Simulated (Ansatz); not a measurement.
CAlBCl (SMILES [Cl][Al]1[B]=[C]1) (doublet)

The calculation's input:

```
crystal:
  periodic: [false, false, false]
  atoms:
    - symbol: C
      position_ang: [1.298593, 2.812590, -1.122629]
    - symbol: Al
      position_ang: [2.465824, 1.810600, -2.094459]
    - symbol: B
      position_ang: [1.690874, 1.946903, -0.090263]
    - symbol: Cl
      position_ang: [3.655219, 0.984849, -3.586425]
basis:
  gaussian: {orbitals: def2-TZVPD}
magnetization: {spin_polarized: true, initial_magnetization: 1}
hamiltonian: {xc: pbe0}
output: {forces: true, orbitals: {seedname: orbitals}}
```

Command:

```sh
ansatz run input.yaml --threads 1 --pin off --max-ram 2610MiB --events-out events.jsonl --progress --plain --runs-dir runs
```

Geometry: r2SCAN-D4/def2-SVP.

Computed with isolated molecule in a Gaussian basis; Kohn-Sham density functional theory, functional PBE0 in Ansatz.

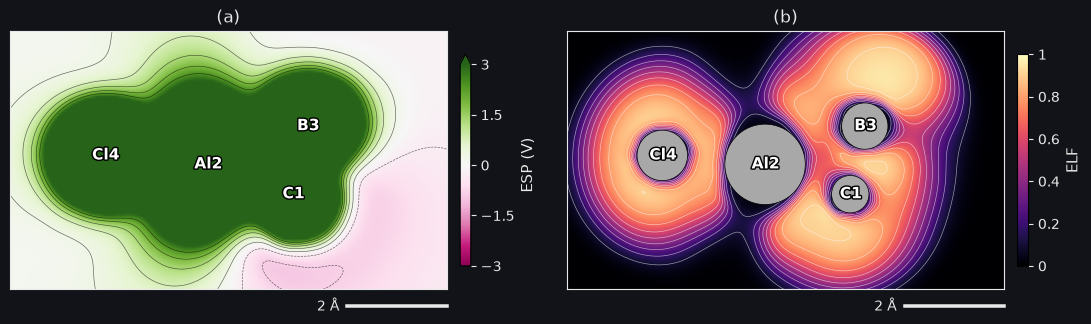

Figure 1. (a) electrostatic potential; (b) electron localisation function on the molecular plane. Grey discs cover the atomic cores in the ELF map.

Q: Describe what can be read from this map.

A: Atoms in the plane: C, Al, B and Cl.
C–B (1.40 Å): the ELF peaks at about 0.85 between the atoms: localised, covalent bonding.
C–Al (1.82 Å): the ELF peaks at about 0.70 in the valence shell of C, 0.7 Å from its nucleus, and is about 0.50 at the midpoint.
Al–Cl (2.08 Å): the ELF peaks at about 0.85 in the valence shell of Cl, 0.9 Å from its nucleus, and is about 0.80 at the midpoint.
Al–B (2.15 Å): the ELF peaks at about 0.70 in the valence shell of B, 0.8 Å from its nucleus, and is about 0.65 at the midpoint.
The ELF also peaks beside Cl4 and B3, away from the bonds: non-bonding electrons, paired or unpaired.
Outside the dense part of the molecule the potential is most negative (−0.9 V) near C1.

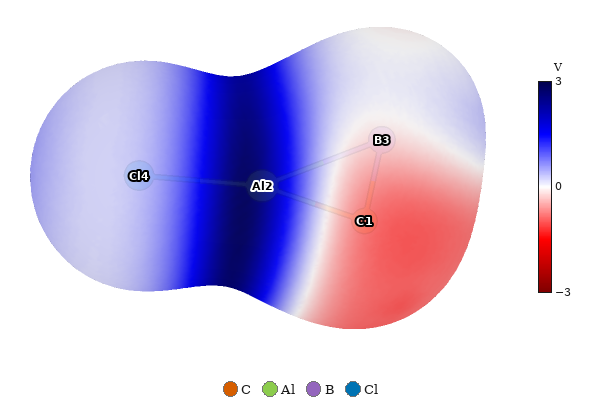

Figure 2. The molecular electrostatic potential painted on the density surface at 0.002 e/bohr³, seen across its widest extent; red is negative and blue positive.

Q: Describe the electrostatic potential map.

A: The most negative region (about −1.0 V) lies over C1, the most positive (about +2.8 V) over Al2.

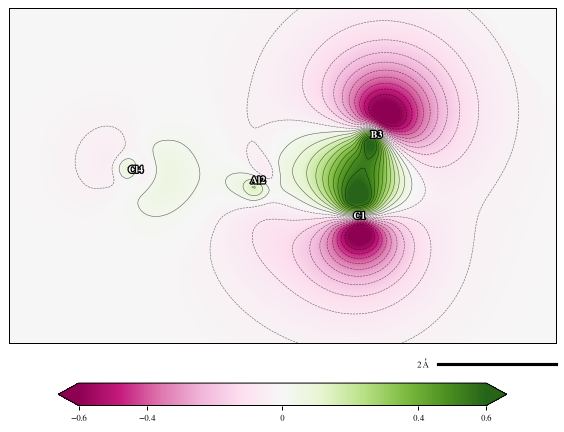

Figure 3. The HOMO (α) on the molecular plane (values in Å⁻³ᐟ²; the overall sign is arbitrary).

Q: Where does this orbital lie, and at what energy?

A: By Hirshfeld shares it lies mainly on B3 (about 55 %) and C1 (about 35 %); it is symmetric in the molecular plane (an in-plane orbital: σ, lone-pair or in-plane π type). Its energy is −7.42 eV.
